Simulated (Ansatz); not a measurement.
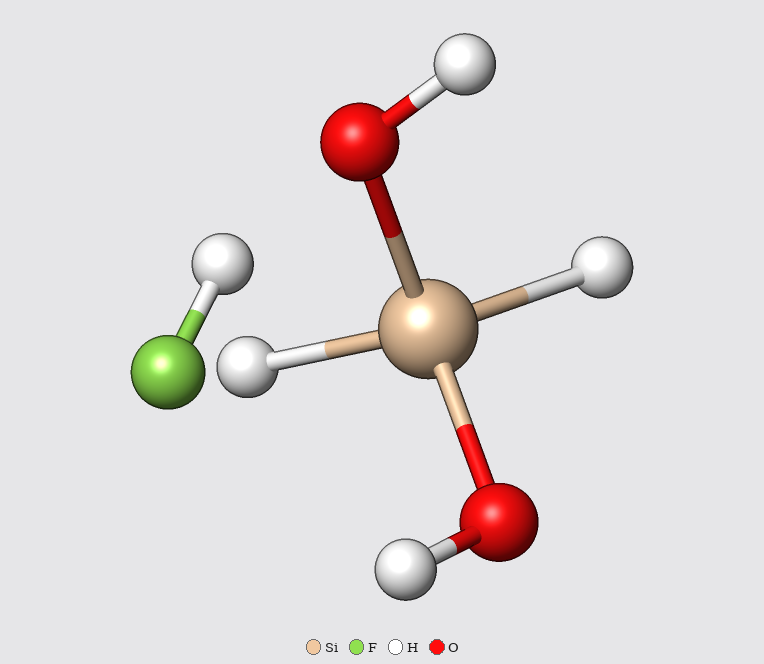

Harmonic vibrations computed with RKS PBE0-D4/def2-TZVP (Ansatz 0.2.0) at a stationary point of the same level.

Question: Is this a minimum or a saddle point?

Answer: A minimum: no imaginary frequency, and the lowest mode lies at 79 cm⁻¹.

Question: List the wavenumbers.

Answer: 21 modes: 79, 99, 228, 297, 349, 433, 616, 741, 749, 801, 859, 888, 940, 950, 964, 992, 2266, 2273, 3604, 3856, 3898 cm⁻¹.
